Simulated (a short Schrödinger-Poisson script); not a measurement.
Stack: symmetric double-gate stack, SiO2 on p-type Si(111), at 300 K.

```csv
layer,material,thickness (nm),Na (cm⁻³)
1,SiO2,2.9,-
2,Si,15,2e16
3,SiO2,2.9,-
```

Constants are typed, rounded textbook-type inputs, not results; the design itself was drawn at random and stands for no fabricated device. SiO2: permittivity 3.9, conduction-band edge (eV) 3.15, gap (eV) 9, electron mass (mₑ) 0.5. Si: permittivity 11.7, conduction-band edge (eV) 0, gap (eV) 1.124, Nv at 300 K (cm⁻³) 3.1e19.

Channel valleys (confinement mass, in-plane density-of-states mass, number): Δ6 0.258, 0.358, 6. At the gates, both at one voltage, the conduction-band edge of layer 1 lies 3.25 eV − eVg above the Fermi level of the channel. Gaps are held at their typed values at every temperature. Mesh 0.03 nm at interfaces.

Solved with a short Schrödinger-Poisson script written for these runs: 1D Poisson equation in equilibrium, electrons quantum, Hartree (BenDaniel-Duke, 12 states a valley, the channel's in-plane mass for all, wave functions free to enter the dielectric), parabolic valleys, classical holes, full ionisation, no traps, pinning or gate leakage.

Only gate voltages with over 1e8 electrons/cm² are shown.

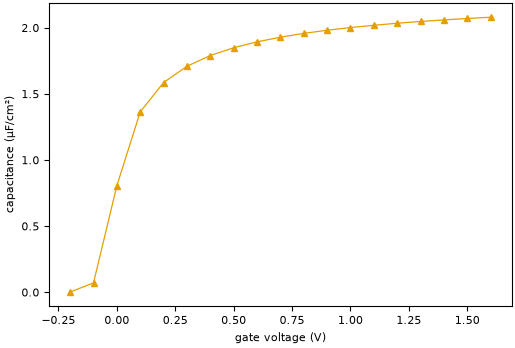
Figure. Quasi-static capacitance against gate voltage

```tsv
Vg (V)	electrons (cm⁻²)	C (μF/cm²)	Δ6 E0 (meV)	Δ6 E1 (meV)
-0.2	2.55e8	< 0.003	308.8	326.6
-0.1	1.17e10	0.0709	209.9	227.6
0	2.42e11	0.805	132.1	148.5
0.1	9.48e11	1.36	98.3	111.1
0.2	1.88e12	1.59	82.0	91.4
0.3	2.91e12	1.71	71.6	78.3
0.4	4.00e12	1.79	63.8	68.7
0.5	5.14e12	1.85	57.5	61.0
0.6	6.30e12	1.89	52.1	54.7
0.7	7.50e12	1.93	47.4	49.4
0.8	8.71e12	1.96	43.2	44.8
0.9	9.94e12	1.98	39.4	40.6
1	1.12e13	2.00	36.0	36.9
1.1	1.24e13	2.02	32.8	33.6
1.2	1.37e13	2.03	29.8	30.5
1.3	1.50e13	2.05	27.1	27.6
1.4	1.63e13	2.06	24.5	25.0
1.5	1.75e13	2.07	22.1	22.5
1.6	1.88e13	2.08	19.8	20.1
```

Subbands count from the Fermi level. The capacitance is that of both gates.
